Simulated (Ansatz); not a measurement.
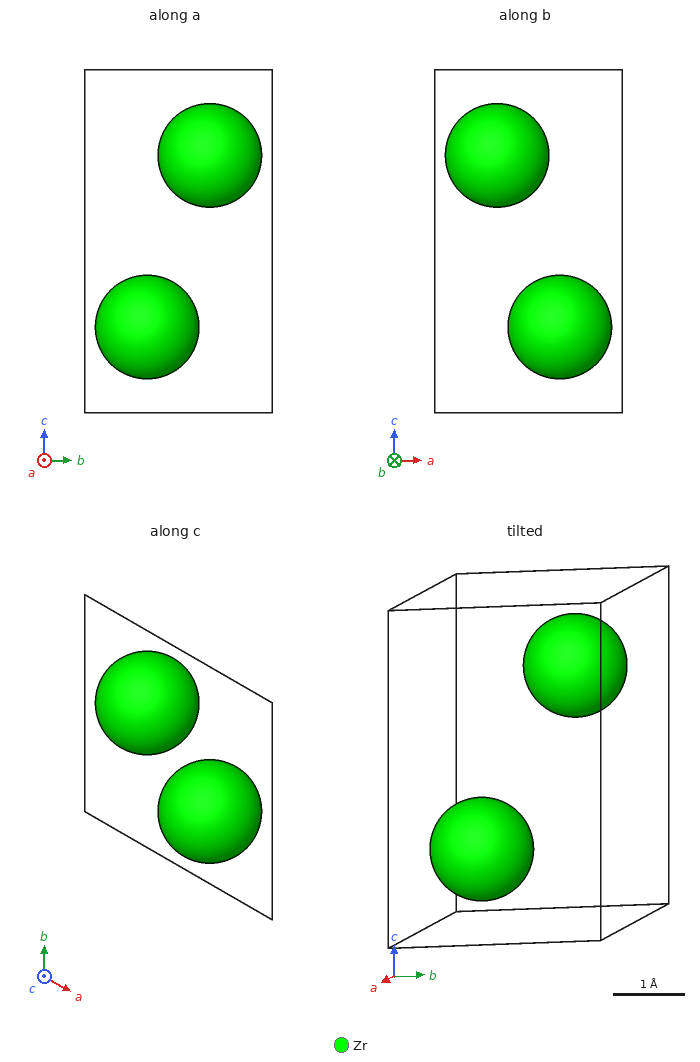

The crystal in a spheres-only representation, seen along the a axis, along the b axis, along the c axis and slightly off an axis. Thin lines show the conventional unit cell, with boundary atoms drawn in all their periodic places.

Lattice parameters: a = 3.0729 Å, b = 3.0729 Å, c = 4.8620 Å, α = 90.000°, β = 90.000°, γ = 120.000°.

Q: Transcribe the picture into a CIF in P1 with every atom of the cell.

A:
```cif
data_structure
_symmetry_space_group_name_H-M 'P 1'
_symmetry_Int_Tables_number 1
_cell_length_a 3.0729
_cell_length_b 3.0729
_cell_length_c 4.8620
_cell_angle_alpha 90.000
_cell_angle_beta 90.000
_cell_angle_gamma 120.000
_cell_volume 39.76
loop_
_atom_site_label
_atom_site_type_symbol
_atom_site_fract_x
_atom_site_fract_y
_atom_site_fract_z
_atom_site_occupancy
Zr1 Zr 0.3333 0.6667 0.7500 1
Zr2 Zr 0.6667 0.3333 0.2500 1
```

Shown is a generated cell, made by putting these elements into a known structure type (the compound may or may not exist in this form), as it stood before any relaxation. Ansatz was used for an electronic-structure calculation on it.

At this level of theory the cell isn't at rest (compressed, at 21 GPa), so its distances can differ from those at equilibrium, the more so the softer the solid.
